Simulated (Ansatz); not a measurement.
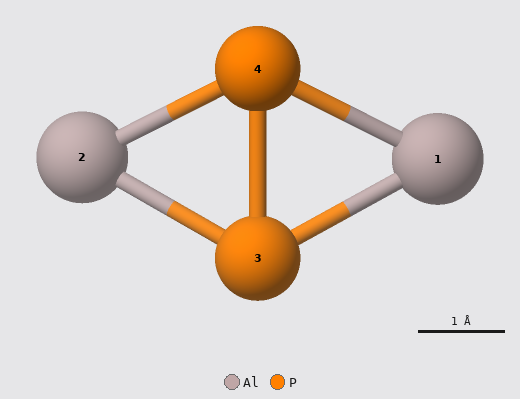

Figure 1. The input geometry (ball-and-stick view, seen on its broad side; atoms are numbered from 1 in the order of the input). Sticks mark near contacts.

Single-point calculation of Al2P2 (charge −1)

System: Al2P2, charge −1, multiplicity 2.
Method: UKS BHLYP-D4/def2-TZVPD (Ansatz 0.2.0).

The geometry comes from this level: B3LYP-D4/def2-TZVPD.

Input
```yaml
crystal:
  periodic: [false, false, false]
  atoms:
    - {symbol: Al, position_ang: [-1.548345, -0.019539, -1.411653]}
    - {symbol: Al, position_ang: [1.155038, -0.348569, 1.713152]}
    - {symbol: P, position_ang: [0.651238, -0.701879, -0.637385]}
    - {symbol: P, position_ang: [-0.257931, 1.069987, 0.335876]}
basis:
  gaussian: {orbitals: def2-TZVPD, initial_orbitals: start.molden}
total_charge: -1
magnetization: {spin_polarized: true, initial_magnetization: 1}
hamiltonian: {xc: {name: BHLYP}, dispersion: d4}
scf: {omitted_lower_state_checks: [starts]}
output: {orbitals: {seedname: orbitals}}
```

Hardware: 2 threads of AMD EPYC, 149 GiB of memory available, shared host.

Launched with:
```bash
ansatz run in.yaml --threads 2 --pin off --events-out ev --progress --plain --max-ram 4352MiB
```

What the program printed
```
Functional definition: BHLYP
  name "BHLYP"
  cite "Becke, J. Chem. Phys. 98, 1372 (1993) doi:10.1063/1.464304"
  cite "Becke, Phys. Rev. A 38, 3098 (1988) doi:10.1103/PhysRevA.38.3098"
  cite "Lee, Yang & Parr, Phys. Rev. B 37, 785 (1988) doi:10.1103/PhysRevB.37.785"
  parameter a = 0.5
  exchange = (1 - a)*b88_x + a*exact_x
  correlation = lyp_c
these checks for a lower state are left out or cut short: starts
1270 factors; their error is unknown
mean field evaluation 1: about -31773.3905 eV, gradient 7.1e0 eV
mean field evaluation 2: about -31773.4565 eV, gradient 1.3e-1 eV
mean field evaluation 4: about -31773.6398 eV, gradient 1.1e-3 eV
mean field -31773.63975202 eV, -1167.6597239402 hartree, gradient 1.9e-5 eV, S^2 0.768924; 0 other end points of the search recorded, 0 dependent functions left out
reference -31773.63989615 eV, -1167.6597292367 hartree; 29, 28 occupied and 143, 144 virtual orbitals, 1270 factors
Total energy: -31774.05553074 eV, -1167.6750035263 hartree
Checks for a lower state left out: starts
```

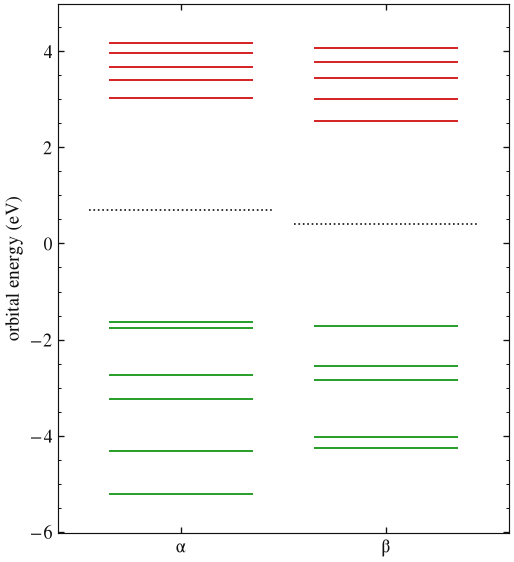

Figure 2. Orbital energies near the frontier for α and β spins; the dotted line parts filled from empty levels, and levels within 0.02 eV of each other stand side by side. α: highest filled −1.64 eV, lowest empty 3.03 eV, 4.67 eV apart; β: highest filled −1.72 eV, lowest empty 2.55 eV, 4.27 eV apart.

Results in brief

- outcome: converged
- total energy: −31774.0555 eV
- mean-field energy: −31773.6399 eV
- dispersion energy: −0.4156 eV
- ⟨S²⟩: 0.769
- SCF solution under orbital rotations: stable
- HOMO (either spin): −1.64 eV
- LUMO (either spin): 2.55 eV
- wall time: 19 s (CPU time 35 s)
- peak memory: 0.58 GiB
